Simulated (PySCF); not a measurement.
# N2H3 (hydrazinyl radical) at UCISD/STO-3G

Aim: the energy change on altering one bond length of N2H3 (hydrazinyl radical) at UCISD/STO-3G, from 2 runs. The job is set up through a Python script.

The results are computed with PySCF 2.14.0.

8 further runs of the same task are left out: 8 set aside as unsound or not needed.

## Step 1: The system as given

N2H3 has 5 atoms, charge 0, and is taken as a doublet. As SMILES, `[NH]N`. The shape is that of a GFN2-xTB optimisation. This is one conformer, not always the lowest.

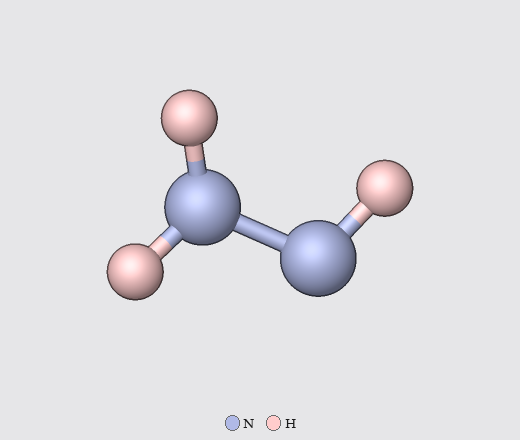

Viewed from a chosen angle; nitrogen light blue, hydrogen pink.

## Step 2: The energy at UCISD/STO-3G

Contents of input.py:

```python
# hydrazinyl radical
from pyscf import gto, ci

mol = gto.Mole()
mol.atom = '''
N     -0.174970    -0.805480     0.447260
N     -0.126270     0.251970    -0.365880
H      0.751750    -0.989150     0.831090
H     -1.043070     0.577800    -0.638700
H      0.592550     0.964850    -0.273770
'''
mol.spin = 1
mol.basis = 'sto-3g'
mol.verbose = 3
mol.max_memory = 1860
mol.build()

myscf = mol.UHF()
myscf.conv_tol = 1e-10
myscf.kernel()
if not myscf.converged:
    myscf = myscf.newton().run(myscf.mo_coeff, myscf.mo_occ)

cisd = ci.CISD(myscf, frozen=2)
cisd.kernel()
e_tot = cisd.e_tot
print('Final energy', e_tot)
```

On the command line:

```sh
$ OMP_NUM_THREADS=1 python input.py
```

Log:

```text
converged SCF energy = -109.14228376851  <S^2> = 0.75526581  2S+1 = 2.0052589
E(UCISD) = -109.2423232774205  E_corr = -0.1000395089104734
Final energy -109.2423232774205
```

Wall time 0.7 s (1 thread of Arm Neoverse V2, shared host); peak memory 0.12 GiB.

## Step 3: The distorted shape at the same level

Contents of input.py:

```python
from pyscf import gto, ci

molecule = gto.M(
    atom='''
N   -0.360325  -0.768744   0.370490
N   -0.311625   0.288706  -0.442650
H    0.751750  -0.989150   0.831090
H   -1.228425   0.614536  -0.715470
H    0.407195   1.001586  -0.350540
''',
    max_memory=1860,
    basis='sto-3g',
    charge=0,
    spin=1,
    verbose=3,
)

hf = molecule.UHF()
hf.conv_tol = 1e-10
hf.kernel()
if not hf.converged:
    hf = hf.newton().run(hf.mo_coeff, hf.mo_occ)

cisd = ci.CISD(hf, frozen=2)
cisd.kernel()
e_final = cisd.e_tot
print(f'total energy: {e_final:.8f} hartree')
```

On the command line:

```sh
$ OMP_NUM_THREADS=1 python input.py
```

Log:

```text
converged SCF energy = -109.123459109715  <S^2> = 0.76404961  2S+1 = 2.0140006
E(UCISD) = -109.2341510492359  E_corr = -0.1106919395208892
total energy: -109.23415105 hartree
```

It took 0.64 s on 1 thread of Arm Neoverse V2, shared host; peak memory 0.12 GiB.

## Step 4: Outcome

Level: UCISD/STO-3G, 2 core orbitals frozen.

```
                                                                   quantity          value
                                                  first shape: total energy  -109.24232 Eh
                          first shape: dipole moment (Hartree–Fock density)         2.12 D
    first shape: HOMO energy (Hartree–Fock orbitals) (highest over α and β)       -7.50 eV
     first shape: LUMO energy (Hartree–Fock orbitals) (lowest over α and β)        9.61 eV
                   first shape: correlation energy (2 core orbitals frozen)     -100.0 mEh
                             first shape: ⟨S²⟩ of the reference determinant          0.755
                                              distorted shape: total energy  -109.23415 Eh
                      distorted shape: dipole moment (Hartree–Fock density)         2.08 D
distorted shape: HOMO energy (Hartree–Fock orbitals) (highest over α and β)       -7.47 eV
 distorted shape: LUMO energy (Hartree–Fock orbitals) (lowest over α and β)        9.73 eV
               distorted shape: correlation energy (2 core orbitals frozen)     -110.7 mEh
                         distorted shape: ⟨S²⟩ of the reference determinant          0.764
          energy change with the N1–H3 bond stretched from 1.020 to 1.224 Å       0.222 eV
```

In words: With the N1–H3 bond stretched from 1.020 to 1.224 Å the energy rises by 0.22 eV (5.1 kcal/mol). The first shape isn't relaxed at this level, so the change isn't measured from a minimum. The minimal basis adds a large error of its own. Mulliken charges (distorted shape) of the mean-field density run from -0.36 on N2 to +0.20 on H4.
